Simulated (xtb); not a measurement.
## Si₂H₄OF: molecular dynamics (part 2 of 2)

Si₂H₄OF, multiplicity 2; GFN0-xTB (xtb 6.7.1). The starting geometry was optimised with GFN2-xTB.

Geometry of the input (Å):
```
F  -0.9171  0.7538  -2.2132
Si 0.5460  0.9060  -1.5358
O  0.5608  -0.0644  -0.2538
Si -0.0719  -0.8433  1.0283
H  0.6185  2.2958  -1.1365
H  -0.3114  0.1743  2.0506
H  0.9778  -1.7875  1.3945
H  -1.3106  -1.4918  0.6101
```

Trajectory as extended XYZ (Å, eV, eV/Å), 25 frames, from step=0 to step=24:
```
8
Properties=species:S:1:pos:R:3 step=0 time_fs=0.0 energy=-353.50929
F    -0.9171    0.7538   -2.2132
Si    0.5460    0.9060   -1.5358
O     0.5608   -0.0644   -0.2538
Si   -0.0719   -0.8433    1.0283
H     0.6185    2.2958   -1.1365
H    -0.3114    0.1743    2.0506
H     0.9778   -1.7875    1.3945
H    -1.3106   -1.4918    0.6101
8
Properties=species:S:1:pos:R:3 step=1 time_fs=8.0 energy=-353.35278
F    -0.9361    0.7782   -2.2315
Si    0.5304    0.8835   -1.5527
O     0.5956   -0.0609   -0.2529
Si   -0.0860   -0.8428    1.0020
H     0.5072    2.2138   -0.9820
H    -0.2027    0.2582    1.9572
H     1.0239   -1.6390    1.5135
H    -1.3622   -1.3668    0.5259
8
Properties=species:S:1:pos:R:3 step=2 time_fs=16.0 energy=-353.15806
F    -0.9435    0.7966   -2.2395
Si    0.5196    0.8683   -1.5489
O     0.6415   -0.0768   -0.2538
Si   -0.0869   -0.8463    0.9823
H     0.4181    2.1275   -0.8418
H    -0.1497    0.2911    1.8991
H     1.0160   -1.5533    1.6238
H    -1.3852   -1.2912    0.4859
8
Properties=species:S:1:pos:R:3 step=3 time_fs=24.0 energy=-353.16368
F    -0.9493    0.8091   -2.2483
Si    0.5047    0.8639   -1.5373
O     0.6944   -0.1129   -0.2742
Si   -0.0758   -0.8300    0.9680
H     0.3555    2.0758   -0.7594
H    -0.1822    0.3145    1.8720
H     0.9571   -1.5541    1.7004
H    -1.3880   -1.2609    0.4963
8
Properties=species:S:1:pos:R:3 step=4 time_fs=32.0 energy=-353.34103
F    -0.9518    0.8144   -2.2569
Si    0.4857    0.8670   -1.5130
O     0.7488   -0.1717   -0.3142
Si   -0.0541   -0.7925    0.9589
H     0.3183    2.0771   -0.7360
H    -0.2870    0.3336    1.8621
H     0.8542   -1.6331    1.7309
H    -1.3675   -1.2772    0.5467
8
Properties=species:S:1:pos:R:3 step=5 time_fs=40.0 energy=-353.42545
F    -0.9489    0.8118   -2.2629
Si    0.4642    0.8727   -1.4742
O     0.7922   -0.2450   -0.3658
Si   -0.0267   -0.7402    0.9514
H     0.3024    2.1195   -0.7563
H    -0.4122    0.3457    1.8517
H     0.7181   -1.7378    1.7113
H    -1.3182   -1.3294    0.6127
8
Properties=species:S:1:pos:R:3 step=6 time_fs=48.0 energy=-353.28234
F    -0.9400    0.8012   -2.2639
Si    0.4434    0.8783   -1.4256
O     0.8136   -0.3180   -0.4170
Si   -0.0031   -0.6875    0.9422
H     0.3034    2.1745   -0.7961
H    -0.5033    0.3590    1.8326
H     0.5909   -1.8111    1.6577
H    -1.2495   -1.3914    0.6578
8
Properties=species:S:1:pos:R:3 step=7 time_fs=56.0 energy=-353.11552
F    -0.9270    0.7828   -2.2587
Si    0.4277    0.8845   -1.3772
O     0.8110   -0.3780   -0.4582
Si    0.0069   -0.6514    0.9309
H     0.3152    2.2196   -0.8286
H    -0.5320    0.3888    1.8059
H     0.5457   -1.8245    1.6099
H    -1.1987   -1.4223    0.6444
8
Properties=species:S:1:pos:R:3 step=8 time_fs=64.0 energy=-353.18818
F    -0.9132    0.7574   -2.2475
Si    0.4206    0.8936   -1.3392
O     0.7901   -0.4183   -0.4860
Si   -0.0013   -0.6426    0.9190
H     0.3301    2.2465   -0.8317
H    -0.4951    0.4374    1.7723
H     0.6218   -1.7713    1.6010
H    -1.2006   -1.3951    0.5649
8
Properties=species:S:1:pos:R:3 step=9 time_fs=72.0 energy=-353.31678
F    -0.9011    0.7268   -2.2314
Si    0.4239    0.9072   -1.3179
O     0.7592   -0.4369   -0.5015
Si   -0.0244   -0.6602    0.9080
H     0.3399    2.2543   -0.7940
H    -0.4042    0.4891    1.7284
H     0.7699   -1.6526    1.6233
H    -1.2446   -1.3254    0.4622
8
Properties=species:S:1:pos:R:3 step=10 time_fs=80.0 energy=-353.31139
F    -0.8913    0.6937   -2.2113
Si    0.4376    0.9256   -1.3152
O     0.7255   -0.4350   -0.5081
Si   -0.0531   -0.6935    0.8982
H     0.3380    2.2406   -0.7178
H    -0.2857    0.5252    1.6720
H     0.9066   -1.4937    1.6507
H    -1.3045   -1.2516    0.3957
8
Properties=species:S:1:pos:R:3 step=11 time_fs=88.0 energy=-353.21256
F    -0.8830    0.6614   -2.1881
Si    0.4595    0.9475   -1.3287
O     0.6937   -0.4171   -0.5111
Si   -0.0769   -0.7274    0.8891
H     0.3205    2.2013   -0.6181
H    -0.1825    0.5417    1.6078
H     0.9850   -1.3528    1.6694
H    -1.3672   -1.2043    0.4018
8
Properties=species:S:1:pos:R:3 step=12 time_fs=96.0 energy=-353.15736
F    -0.8751    0.6337   -2.1634
Si    0.4857    0.9708   -1.3527
O     0.6669   -0.3908   -0.5167
Si   -0.0893   -0.7484    0.8800
H     0.2888    2.1379   -0.5190
H    -0.1404    0.5507    1.5492
H     1.0014   -1.2938    1.6804
H    -1.4213   -1.1978    0.4878
8
Properties=species:S:1:pos:R:3 step=13 time_fs=104.0 energy=-353.22225
F    -0.8671    0.6133   -2.1406
Si    0.5116    0.9920   -1.3801
O     0.6471   -0.3654   -0.5289
Si   -0.0895   -0.7493    0.8713
H     0.2496    2.0662   -0.4454
H    -0.1785    0.5610    1.5141
H     0.9649   -1.3443    1.6847
H    -1.4463   -1.2340    0.6387
8
Properties=species:S:1:pos:R:3 step=14 time_fs=112.0 energy=-353.29721
F    -0.8600    0.6026   -2.1243
Si    0.5327    1.0074   -1.4037
O     0.6356   -0.3489   -0.5462
Si   -0.0814   -0.7310    0.8648
H     0.2117    2.0145   -0.4144
H    -0.2723    0.5644    1.5156
H     0.8781   -1.4743    1.6737
H    -1.4215   -1.3071    0.8200
8
Properties=species:S:1:pos:R:3 step=15 time_fs=120.0 energy=-353.24080
F    -0.8551    0.6026   -2.1188
Si    0.5460    1.0130   -1.4179
O     0.6319   -0.3448   -0.5609
Si   -0.0712   -0.7024    0.8634
H     0.1837    2.0083   -0.4309
H    -0.3736    0.5518    1.5516
H     0.7602   -1.6183    1.6363
H    -1.3472   -1.4008    0.9810
8
Properties=species:S:1:pos:R:3 step=16 time_fs=128.0 energy=-353.09265
F    -0.8534    0.6131   -2.1269
Si    0.5495    1.0072   -1.4203
O     0.6337   -0.3511   -0.5638
Si   -0.0650   -0.6774    0.8701
H     0.1730    2.0524   -0.4919
H    -0.4430    0.5273    1.6076
H     0.6767   -1.7162    1.5758
H    -1.2666   -1.4823    1.0659
8
Properties=species:S:1:pos:R:3 step=17 time_fs=136.0 energy=-353.15420
F    -0.8543    0.6328   -2.1482
Si    0.5427    0.9918   -1.4119
O     0.6376   -0.3621   -0.5497
Si   -0.0662   -0.6687    0.8861
H     0.1857    2.1283   -0.5891
H    -0.4624    0.5006    1.6696
H     0.7070   -1.7361    1.5110
H    -1.2458   -1.5142    1.0390
8
Properties=species:S:1:pos:R:3 step=18 time_fs=144.0 energy=-353.38080
F    -0.8563    0.6588   -2.1801
Si    0.5268    0.9717   -1.3979
O     0.6400   -0.3705   -0.5197
Si   -0.0736   -0.6818    0.9102
H     0.2235    2.2078   -0.7080
H    -0.4296    0.4750    1.7308
H     0.8442   -1.6732    1.4599
H    -1.2903   -1.4876    0.9120
8
Properties=species:S:1:pos:R:3 step=19 time_fs=152.0 energy=-353.42867
F    -0.8586    0.6881   -2.2186
Si    0.5051    0.9520   -1.3860
O     0.6383   -0.3700   -0.4804
Si   -0.0829   -0.7124    0.9385
H     0.2816    2.2691   -0.8280
H    -0.3562    0.4443    1.7903
H     0.9981   -1.5540    1.4394
H    -1.3403   -1.4250    0.7359
8
Properties=species:S:1:pos:R:3 step=20 time_fs=160.0 energy=-353.29547
F    -0.8618    0.7178   -2.2603
Si    0.4820    0.9367   -1.3834
O     0.6313   -0.3568   -0.4400
Si   -0.0878   -0.7502    0.9667
H     0.3511    2.3045   -0.9274
H    -0.2714    0.4013    1.8490
H     1.0985   -1.4363    1.4659
H    -1.3553   -1.3563    0.5714
8
Properties=species:S:1:pos:R:3 step=21 time_fs=168.0 energy=-353.16762
F    -0.8672    0.7460   -2.3026
Si    0.4618    0.9272   -1.3951
O     0.6209   -0.3291   -0.4042
Si   -0.0826   -0.7841    0.9919
H     0.4227    2.3169   -0.9914
H    -0.2178    0.3488    1.9064
H     1.1293   -1.3830    1.5398
H    -1.3389   -1.3090    0.4665
8
Properties=species:S:1:pos:R:3 step=22 time_fs=176.0 energy=-353.19961
F    -0.8756    0.7719   -2.3428
Si    0.4477    0.9221   -1.4215
O     0.6105   -0.2871   -0.3742
Si   -0.0640   -0.8062    1.0137
H     0.4881    2.3114   -1.0162
H    -0.2299    0.2970    1.9589
H     1.0995   -1.4297    1.6343
H    -1.3132   -1.3051    0.4476
8
Properties=species:S:1:pos:R:3 step=23 time_fs=184.0 energy=-353.36173
F    -0.8861    0.7957   -2.3784
Si    0.4416    0.9186   -1.4592
O     0.6026   -0.2322   -0.3479
Si   -0.0343   -0.8139    1.0330
H     0.5401    2.2913   -1.0096
H    -0.3072    0.2488    1.9996
H     1.0157   -1.5656    1.7112
H    -1.2873   -1.3558    0.5171
8
Properties=species:S:1:pos:R:3 step=24 time_fs=192.0 energy=-353.44741
F    -0.8967    0.8181   -2.4062
Si    0.4437    0.9136   -1.5024
O     0.5944   -0.1682   -0.3223
Si   -0.0013   -0.8104    1.0501
H     0.5728    2.2606   -0.9877
H    -0.4112    0.1997    2.0247
H     0.8857   -1.7385    1.7424
H    -1.2488   -1.4545    0.6516
```

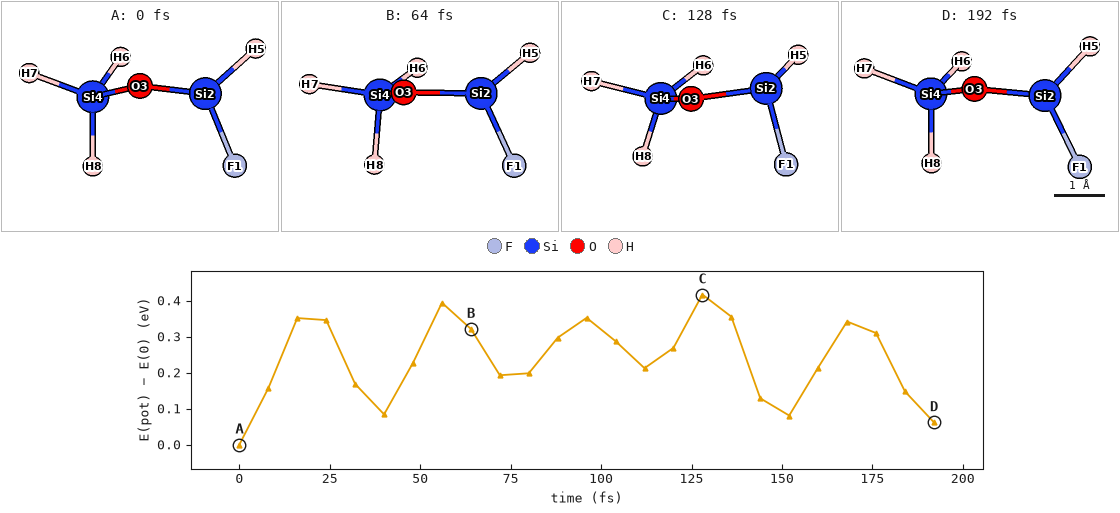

**Figure 1.** Frames of the molecular dynamics (ball-and-stick, seen at a tilt) above the curves, on which the letters mark them. The trajectory kept here has 25 frames over 192 fs. The potential energy ends 0.062 eV above its first value. After an unweighted best fit of the last frame on the first, the root-mean-square displacement is 0.16 Å.
